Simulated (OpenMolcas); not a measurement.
Single-point calculation, with input and output: C2H8N2 (part 1 of 2)

The run: single-point calculation of C2H8N2. Method and program: B3PW91/aug-pcseg-1, RKS (OpenMolcas 26.06).

A bond length was changed on purpose from its optimised value.

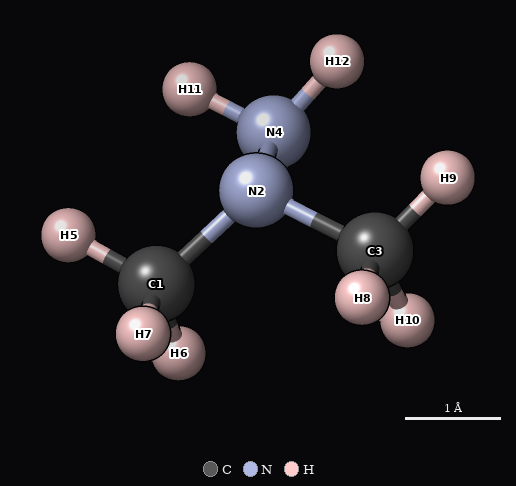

The input geometry (ball-and-stick view, seen at a tilt; atoms are numbered from 1 in the order of the input). Bond lengths as drawn: C–H 1.09 to 1.10 Å, C–N 1.45 Å, H–N 1.02 Å and N–N 1.32 Å.

Key numbers:

- outcome: converged
- total energy: −190.375658 hartree
- basis functions: 164
- HOMO: −4.93 eV
- LUMO: −0.17 eV
- dipole moment: 0.65 debye
- hardware: 1 thread of Arm Neoverse V1, 24 GiB of memory available, shared host
- wall time: 33 s
- peak memory: 0.12 GiB

The input:
```
>>> EXPORT MOLCAS_PRINT=2

&GATEWAY
  BasLib = $CurrDir
  Coord = coord.xyz
  Basis = aug-pcseg-1
  Group = NoSym
  RICD

&SEWARD

&SCF
  KSDFT = HYB_GGA_XC_B3PW91
  Thresholds = 1e-09 1e-06 1e-06 1e-05
  PrOrbitals = 1 1
```

File coord.xyz:
```
12

C     -0.649703     0.919832    -0.581488
N      0.158067    -0.261238    -0.343168
C      0.862277    -0.166748     0.921972
N     -0.649160    -1.302250    -0.280620
H     -1.143723     0.820992    -1.547828
H     -1.412933     1.072482     0.192842
H      0.008717     1.785352    -0.612918
H      1.542407     0.680412     0.873072
H      1.444247    -1.075438     1.069472
H      0.183607    -0.039548     1.774872
H     -1.107430    -1.355780    -1.188670
H     -0.043870    -2.119440    -0.214950
```

Launch command:
```bash
export MOLCAS_MEM=1860
pymolcas job.inp > job.log
```

Log:
```
--- Start Module: gateway ---

                                              &GATEWAY

                       available to each process: 1.9 GB of memory, 1 thread

 Basis Set     1 Label: C.AUG-PCSEG-1
 Basis set is read from library:.
 basistype.tbl is not found

 Basis Set     2 Label: N.AUG-PCSEG-1
 Basis set is read from library:.
 basistype.tbl is not found

 Basis Set     3 Label: C.AUG-PCSEG-1
 Basis set is read from library:.
 basistype.tbl is not found

 Basis Set     4 Label: N.AUG-PCSEG-1
 Basis set is read from library:.
 basistype.tbl is not found

 Basis Set     5 Label: H.AUG-PCSEG-1
 Basis set is read from library:.
 basistype.tbl is not found

++    Symmetry information:
      ---------------------

                    Character Table for C1

                             E
                    a        1  x, y, xy, Rz, z, xz, Ry, yz, Rx, I
--

++    Basis set information:
      ----------------------

      Basis set label: C.AUG-PCSEG-1.........

      Electronic valence basis set:
      ------------------
      Associated Effective Charge   6.000000 au
      Associated Actual Charge      6.000000 au
      Nuclear Model: Point charge

      Shell  nPrim  nBasis  Cartesian Spherical Contaminant
         s       9       4        X
         p       5       3        X
         d       2       2                 X

      Basis set label: N.AUG-PCSEG-1.........

      Electronic valence basis set:
      ------------------
      Associated Effective Charge   7.000000 au
      Associated Actual Charge      7.000000 au
      Nuclear Model: Point charge

      Shell  nPrim  nBasis  Cartesian Spherical Contaminant
         s       9       4        X
         p       5       3        X
         d       2       2                 X

      Basis set label: C.AUG-PCSEG-1.........

      Electronic valence basis set:
      ------------------
      Associated Effective Charge   6.000000 au
      Associated Actual Charge      6.000000 au
      Nuclear Model: Point charge

      Shell  nPrim  nBasis  Cartesian Spherical Contaminant
         s       9       4        X
         p       5       3        X
         d       2       2                 X

      Basis set label: N.AUG-PCSEG-1.........

      Electronic valence basis set:
      ------------------
      Associated Effective Charge   7.000000 au
      Associated Actual Charge      7.000000 au
      Nuclear Model: Point charge

      Shell  nPrim  nBasis  Cartesian Spherical Contaminant
         s       9       4        X
         p       5       3        X
         d       2       2                 X

      Basis set label: H.AUG-PCSEG-1.........

      Electronic valence basis set:
      ------------------
      Associated Effective Charge   1.000000 au
      Associated Actual Charge      1.000000 au
      Nuclear Model: Point charge

      Shell  nPrim  nBasis  Cartesian Spherical Contaminant
         s       5       3        X
         p       2       2        X
--

++    Molecular structure info:
      -------------------------

                    ************************************************
                    **** Cartesian Coordinates / bohr, angstrom ****
                    ************************************************

     Center  Label                x              y              z                     x              y              z
        1      C1              -1.227761       1.738231      -1.098853             -0.649703       0.919832      -0.581488
        2      N2               0.298703      -0.493668      -0.648494              0.158067      -0.261238      -0.343168
        3      C3               1.629467      -0.315108       1.742275              0.862277      -0.166748       0.921972
        4      N4              -1.226735      -2.460896      -0.530295             -0.649160      -1.302250      -0.280620
        5      H5              -2.161323       1.551450      -2.924971             -1.143723       0.820992      -1.547828
        6      H6              -2.670056       2.026697       0.364419             -1.412933       1.072482       0.192842
        7      H7               0.016473       3.373826      -1.158247              0.008717       1.785352      -0.612918
        8      H8               2.914727       1.285792       1.649867              1.542407       0.680412       0.873072
        9      H9               2.729231      -2.032283       2.021009              1.444247      -1.075438       1.069472
       10      H10              0.346967      -0.074735       3.354022              0.183607      -0.039548       1.774872
       11      H11             -2.092739      -2.562053      -2.246261             -1.107430      -1.355780      -1.188670
       12      H12             -0.082902      -4.005161      -0.406197             -0.043870      -2.119440      -0.214950

                    ***************************************
                    *    InterNuclear Distances / bohr    *
                    ***************************************

               1 C1            2 N2            3 C3            4 N4            5 H5            6 H6
    1 C1       0.000000
    2 N2       2.741220        0.000000
    3 C3       4.522384        2.742005        0.000000
    4 N4       4.237443        2.492171        4.234013        0.000000
    5 H5       2.059401        3.926396        6.295817        4.765170        0.000000
    6 H6       2.074751        4.023900        5.086103        4.798144        3.362254        0.000000
    7 H7       2.055923        3.911140        4.962158        5.998656        3.344423        3.369081
    8 H8       4.992030        3.910565        2.055070        5.995205        6.838567        5.778505
    9 H9       6.293497        3.924417        2.058122        4.726788        7.824538        6.954993
   10 H10      5.059121        4.024670        2.073720        4.822678        6.954261        4.738795
   11 H11      4.534002        3.542608        5.900169        1.924769        4.169683        5.310892
   12 H12      5.897205        3.540468        4.600503        1.925749        6.445152        6.608368

               7 H7            8 H8            9 H9           10 H10          11 H11          12 H12
    7 H7       0.000000
    8 H8       4.543706        0.000000
    9 H9       6.833209        3.343917        0.000000
   10 H10      5.688794        3.368764        3.359182        0.000000
   11 H11      6.392747        7.420272        6.460778        6.595611        0.000000
   12 H12      7.417878        6.419296        4.206147        5.456398        3.083479        0.000000

                    *******************************************
                    *    InterNuclear Distances / angstrom    *
                    *******************************************

               1 C1            2 N2            3 C3            4 N4            5 H5            6 H6
    1 C1       0.000000
    2 N2       1.450591        0.000000
    3 C3       2.393143        1.451006        0.000000
    4 N4       2.242358        1.318800        2.240543        0.000000
    5 H5       1.089788        2.077760        3.331603        2.521620        0.000000
    6 H6       1.097911        2.129356        2.691450        2.539068        1.779228        0.000000
    7 H7       1.087947        2.069686        2.625861        3.174352        1.769792        1.782841
    8 H8       2.641669        2.069382        1.087496        3.172526        3.618814        3.057853
    9 H9       3.330375        2.076712        1.089111        2.501309        4.140567        3.680424
   10 H10      2.677172        2.129763        1.097366        2.552051        3.680037        2.507662
   11 H11      2.399290        1.874668        3.122235        1.018544        2.206501        2.810403
   12 H12      3.120666        1.873535        2.434481        1.019062        3.410628        3.496998

               7 H7            8 H8            9 H9           10 H10          11 H11          12 H12
    7 H7       0.000000
    8 H8       2.404426        0.000000
    9 H9       3.615979        1.769525        0.000000
   10 H10      3.010380        1.782673        1.777602        0.000000
   11 H11      3.382896        3.926639        3.418896        3.490247        0.000000
   12 H12      3.925372        3.396945        2.225797        2.887402        1.631707        0.000000

                    **************************************
                    *    Valence Bond Angles / degree    *
                    **************************************
                          Atom centers                 Phi
                      2 N2       1 C1       5 H5       108.92
                      2 N2       1 C1       6 H6       112.61
                      2 N2       1 C1       7 H7       108.39
                      5 H5       1 C1       6 H6       108.84
                      5 H5       1 C1       7 H7       108.72
                      6 H6       1 C1       7 H7       109.30
                      1 C1       2 N2       3 C3       111.13
                      1 C1       2 N2       4 N4       108.04
                      3 C3       2 N2       4 N4       107.89
                      2 N2       3 C3       8 H8       108.36
                      2 N2       3 C3       9 H9       108.85
                      2 N2       3 C3      10 H10      112.65
                      8 H8       3 C3       9 H9       108.77
                      8 H8       3 C3      10 H10      109.36
                      9 H9       3 C3      10 H10      108.78
                      2 N2       4 N4      11 H11      105.94
                      2 N2       4 N4      12 H12      105.81
                     11 H11      4 N4      12 H12      106.41

           ***************************************************************
           *              Valence Dihedral Angles / degree               *
           ***************************************************************
                    Atom centers                       Phi1     Phi2     Theta
           3 C3       2 N2       1 C1       5 H5        111.13   108.92   178.76
           3 C3       2 N2       1 C1       6 H6        111.13   112.61   -60.41
           3 C3       2 N2       1 C1       7 H7        111.13   108.39    60.63
           4 N4       2 N2       1 C1       5 H5        108.04   108.92   -63.07
           4 N4       2 N2       1 C1       6 H6        108.04   112.61    57.76
           4 N4       2 N2       1 C1       7 H7        108.04   108.39   178.81
           1 C1       2 N2       3 C3       8 H8        111.13   108.36   -62.63
           1 C1       2 N2       3 C3       9 H9        111.13   108.85   179.23
           1 C1       2 N2       3 C3      10 H10       111.13   112.65    58.49
           4 N4       2 N2       3 C3       8 H8        107.89   108.36   179.10
           4 N4       2 N2       3 C3       9 H9        107.89   108.85    60.96
           4 N4       2 N2       3 C3      10 H10       107.89   112.65   -59.77
           1 C1       2 N2       4 N4      11 H11       108.04   105.94    61.29
           1 C1       2 N2       4 N4      12 H12       108.04   105.81   174.01
           3 C3       2 N2       4 N4      11 H11       107.89   105.94  -178.48
           3 C3       2 N2       4 N4      12 H12       107.89   105.81   -65.76
--

            Nuclear Potential Energy            142.57685717 au

--- Stop Module: gateway /rc=_RC_ALL_IS_WELL_ ---

--- Start Module: seward ---

                                              &SEWARD

                       available to each process: 1.9 GB of memory, 1 thread

               SEWARD will generate:
                  Multipole Moment integrals up to order  2
                  Kinetic Energy integrals
                  Nuclear Attraction integrals (point charge)
                  One-Electron Hamiltonian integrals
                  Velocity integrals
                  Orbital angular momentum around ( -0.1529  -0.4118  -0.1353 )
                  Velocity quadrupole around ( -0.1529  -0.4118  -0.1353 )
                  RI decomposed two-electron repulsion integrals stored Cholesky style
                   - acCD auxiliary basis
                   - CD Threshold:   1.00E-04

                   Integrals are discarded if absolute value <: 1.00E-14
                   Integral cutoff threshold is set to       <: 1.00E-16

            Nuclear Potential Energy            142.57685717 au

      Basis set specifications :
      Symmetry species         a
      Basis functions          164

--- Stop Module: seward /rc=_RC_ALL_IS_WELL_ ---
--- Module seward spent 2 seconds ---

--- Start Module: scf ---

                                                &SCF

                       available to each process: 1.9 GB of memory, 1 thread

++    Input section:
      --------------

      Header of the integral files:
```
